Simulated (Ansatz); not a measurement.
```yaml
atoms:
  - { symbol: Cu, position_ang: [0.2140, 0.5089, 1.1484] }
  - { symbol: Cu, position_ang: [0.6475, 0.0494, -1.0963] }
  - { symbol: F, position_ang: [-0.8614, -0.5583, -0.0521] }
```

Geometry: r2SCAN-D4/def2-TZVP.

These are results of UKS PBE0-D4/def2-TZVP (Ansatz 0.2.0), not measurements.

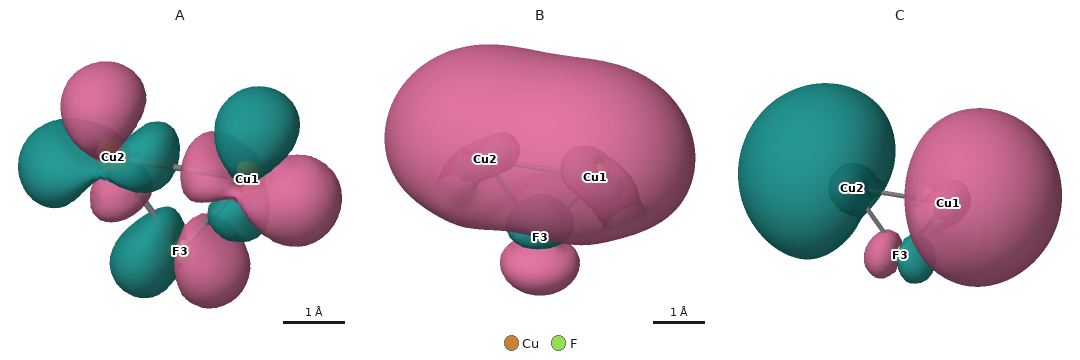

Cu2F (doublet). Three frontier orbitals at ±0.06 Å⁻³ᐟ² (teal and pink are the two phases), in no order.

Which picture is the HOMO−1, the HOMO and the LUMO? All are α orbitals.

Answer. A is the HOMO−1 (α) (−7.11 eV). By Hirshfeld shares it lies mainly on Cu1 (about 45 %), Cu2 (about 45 %) and F3 (about 10 %). B is the HOMO (α) (−5.11 eV). By Hirshfeld shares it lies mainly on Cu1 (about 45 %), Cu2 (about 45 %) and F3 (about 10 %). C is the LUMO (α) (−2.41 eV). It lies mainly on Cu1 (about 50 %) and Cu2 (about 50 %).

What is the gap between the highest occupied and lowest empty α orbitals?

Answer. 2.70 eV between the orbital energies.
